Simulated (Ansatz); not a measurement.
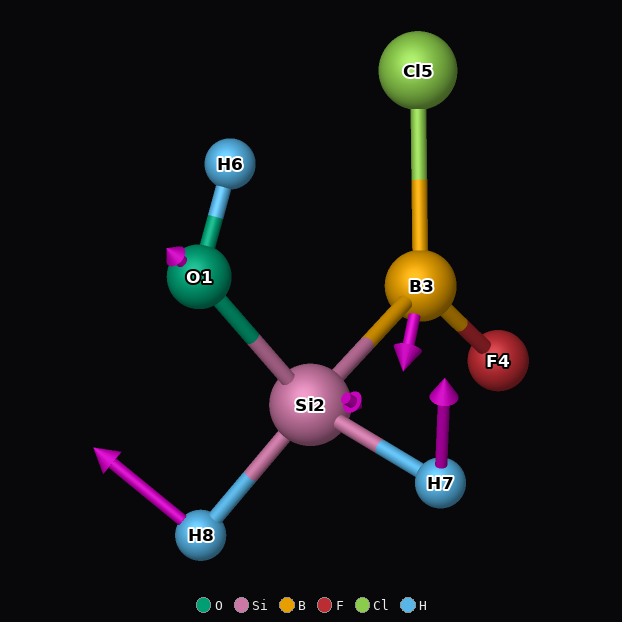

The arrows show one normal mode. Harmonic vibrations computed with RKS PBE0-D4/def2-TZVP (Ansatz 0.2.0) at a stationary point of the same level.

> Estimate its harmonic wavenumber.

945 cm⁻¹; it is mode 13 of 18 counted from the lowest.
